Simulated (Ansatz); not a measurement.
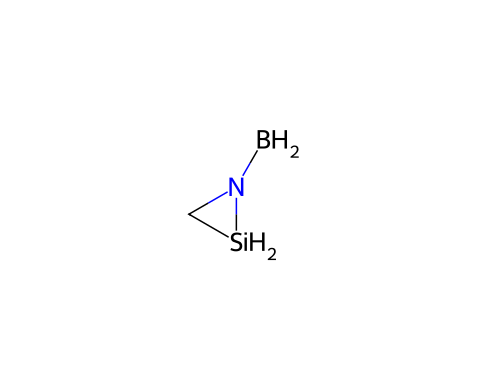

Question: Transcribe the drawing into SMILES.

Answer: BN1C[SiH2]1

Question: What is the molecular formula?

Answer: CH6BNSi.

Question: An optimisation with PBE0-D4/def2-TZVP gave a structure of which point group?

Answer: Cs.

More results for the same structure follow; atom numbers are the same in all pictures, views and colours differ. The computed structure is the end point of a PBE0-D4/def2-TZVP optimisation.

Geometry

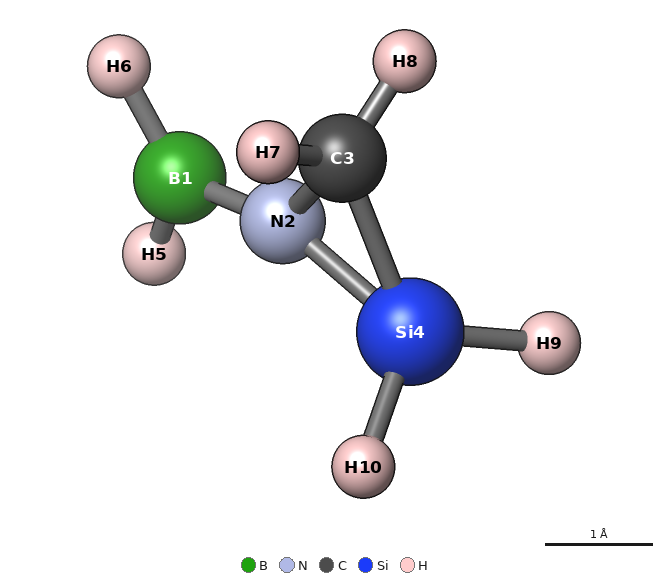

Atoms carry their numbers in the input.

Which atoms are bonded, and how long are the bonds?

```tsv
bond	length (Å)	order
B1–N2	1.386	single
B1–H5	1.199	single
B1–H6	1.200	single
N2–C3	1.484	single
N2–Si4	1.714	single
C3–Si4	1.837	single
C3–H7	1.088	single
C3–H8	1.088	single
Si4–H9	1.478	single
Si4–H10	1.478	single
```

Vibrations

Harmonic vibrations computed with RKS PBE0-D4/def2-TZVP (Ansatz 0.2.0) at a stationary point of the same level.

Question: List the wavenumbers.

Answer: 24 modes: 130, 272, 448, 500, 628, 638, 692, 734, 808, 878, 954, 991, 1004, 1095, 1108, 1215, 1452, 1480, 2256, 2274, 2555, 2637, 3100, 3179 cm⁻¹.

Charges

The questions are on Mulliken charges. Level of theory: RKS B3LYP-D4/def2-TZVPP (Ansatz 0.2.0).

Question: Which atom carries the highest charge (most positive or least negative)?

Answer: Si4 (0.36 e).

Question: And the lowest?

Answer: C3 (−0.17 e).

List the Mulliken charges.

```json
{"atom": "B1", "value (e)": "−0.14"}
{"atom": "N2", "value (e)": "−0.15"}
{"atom": "C3", "value (e)": "−0.17"}
{"atom": "Si4", "value (e)": "0.36"}
{"atom": "H5", "value (e)": "0.00"}
{"atom": "H6", "value (e)": "0.00"}
{"atom": "H7", "value (e)": "0.10"}
{"atom": "H8", "value (e)": "0.10"}
{"atom": "H9", "value (e)": "−0.06"}
{"atom": "H10", "value (e)": "−0.06"}
```

Levels of theory compared

Program: Ansatz 0.2.0.

Compare dipole (D), HOMO–LUMO gap (eV), HOMO energy (eV) at these levels: B3LYP-D4/def2-TZVPP; PBE-D4/def2-TZVPP; r2SCAN-D4/def2-TZVPP; ωB97M-V/def2-TZVPP.

| level | dipole (D) | HOMO–LUMO gap (eV) | HOMO energy (eV) |
| --- | --- | --- | --- |
| B3LYP-D4/def2-TZVPP | 2.25 | 7.14 | −7.79 |
| PBE-D4/def2-TZVPP | 2.22 | 5.52 | −6.81 |
| r2SCAN-D4/def2-TZVPP | 2.19 | 6.06 | −7.02 |
| ωB97M-V/def2-TZVPP | 2.27 | 11.62 | −10.33 |

Thermal motion

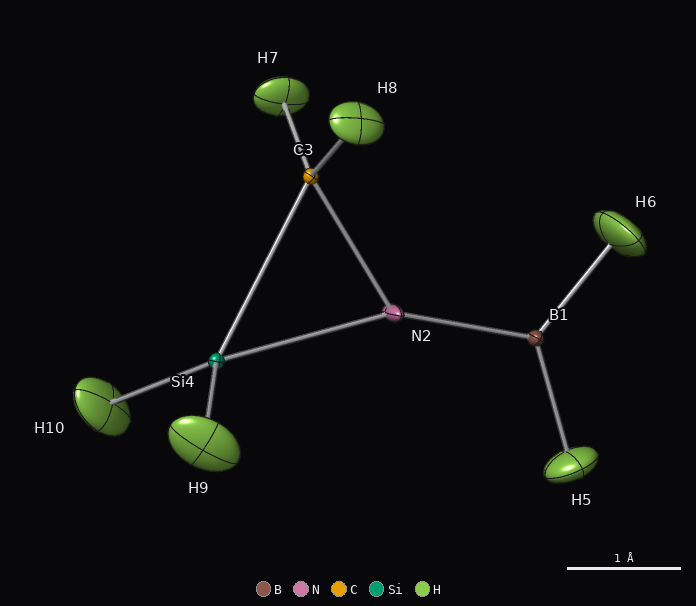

Displacement ellipsoids at the 50 % level, from the internal vibrations of the free molecule (harmonic, no overall translation or rotation; no half-axis is drawn under 0.075 Å). Vibrations computed with RKS PBE0-D4/def2-TZVP (Ansatz 0.2.0). Temperature: 298 K.

Give the displacement parameters, one line for each set of equivalent atoms.

```tsv
atom	U_eq (Å²)	rms amplitudes (Å)
B1	0.0030	0.037, 0.047, 0.073
N2	0.0067	0.029, 0.050, 0.129
C3	0.0014	0.024, 0.036, 0.047
Si4	0.00052	0.019, 0.021, 0.028
H5	0.0225	0.086, 0.168, 0.179
H6	0.0402	0.088, 0.162, 0.294
H7, H8	0.0174	0.075, 0.132, 0.170
H9, H10	0.0274	0.087, 0.159, 0.223
```

Mulliken values depend strongly on the basis set and can even reverse the polarity of a bond.
